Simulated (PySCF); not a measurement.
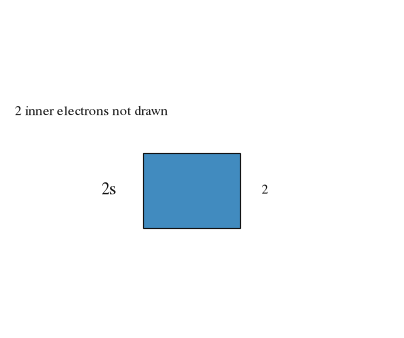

*The outer shells of the nominal configuration: a box for each of the 2l + 1 orbitals, shaded by the share of the shell that is filled, with the electron count at the right.*

# Run report: C²⁺, atomic calculation

System: C²⁺, configuration 1s2 2s2, multiplicity 1.
Method: unrestricted TPSS, def2-SVP, non-relativistic, point nucleus (PySCF).

**Input file**
```python
from pyscf import gto, scf, dft, mp, cc
import basis_set_exchange as bse
mol = gto.M(atom="C 0 0 0", charge=2, spin=0, symmetry="D2h",
            basis=gto.basis.parse(bse.get_basis("def2-SVP", elements=["C"], fmt="nwchem", header=False)))
mf = dft.UKS(mol, xc="TPSS")
mf.irrep_nelec = {'Ag': (2, 2)}
mf.kernel()
```

The script is an equivalent of what the driver set up; the driver computed the properties (radii, ⟨L²⟩, response) afterwards. It also set what the script leaves out: max_cycle = 2, guess = sap. It held the occupations shell by shell, which the script's counts by irreducible representation don't always enforce.

Hardware: 1 thread of Arm Neoverse V1, 23 GiB of memory available, shared host.

Launched within a batch (the task file carries these settings):
```bash
OMP_NUM_THREADS=1 python <driver script> TASK.json OUT
```

**Output (extracts)**
```
damping factor = 0
level_shift factor = 0
DIIS = <class 'pyscf.scf.diis.CDIIS'>
diis_start_cycle = 1
diis_space = 10
diis_damp = 0
SCF conv_tol = 1e-09
SCF conv_tol_grad = None
number electrons alpha = 2  beta = 2
irrep_nelec {'Ag': (2, 2), 'B1g': (0, 0), 'B2g': (0, 0), 'B3g': (0, 0), 'B1u': (0, 0), 'B2u': (0, 0), 'B3u': (0, 0)}
XC functionals = TPSS
    J. Tao, J. P. Perdew, V. N. Staroverov, and G. E. Scuseria.,  Phys. Rev. Lett. 91, 146401 (2003)
    J. P. Perdew, J. Tao, V. N. Staroverov, and G. E. Scuseria.,  J. Chem. Phys. 120, 6898 (2004)
    J. Tao, J. P. Perdew, V. N. Staroverov, and G. E. Scuseria.,  Phys. Rev. Lett. 91, 146401 (2003)
    J. P. Perdew, J. Tao, V. N. Staroverov, and G. E. Scuseria.,  J. Chem. Phys. 120, 6898 (2004)
alpha HOMO (Ag) = -1.5662329521354  LUMO (B1u) = -1.24494032121157
  HOMO = -1.56623295214  LUMO = -1.24494032121  gap/eV = 8.74282
cycle= 1 E= -36.4725806530446  delta_E= -0.0944  |g|= 0.0236  |ddm|= 0.963
alpha HOMO (Ag) = -1.48063652091186  LUMO (B1u) = -1.15521851529144
  HOMO = -1.48063652091  LUMO = -1.15521851529  gap/eV = 8.85507
cycle= 2 E= -36.4729125501249  delta_E= -0.000332  |g|= 0.00131  |ddm|= 0.0664
SCF not converged.
SCF energy = -36.4729125501249 after 2 cycles  <S^2> = -4.4408921e-16  2S+1 = 1
```

**What the run reported**

```
      quantity               value
       outcome       not converged
  total energy  −36.472913 hartree
kinetic energy   36.289496 hartree
SCF iterations                   2
```

**What went wrong**

This input holds a deliberate fault: too few SCF iterations. The run did not meet its convergence test in 2 iterations, so its last values are not results.
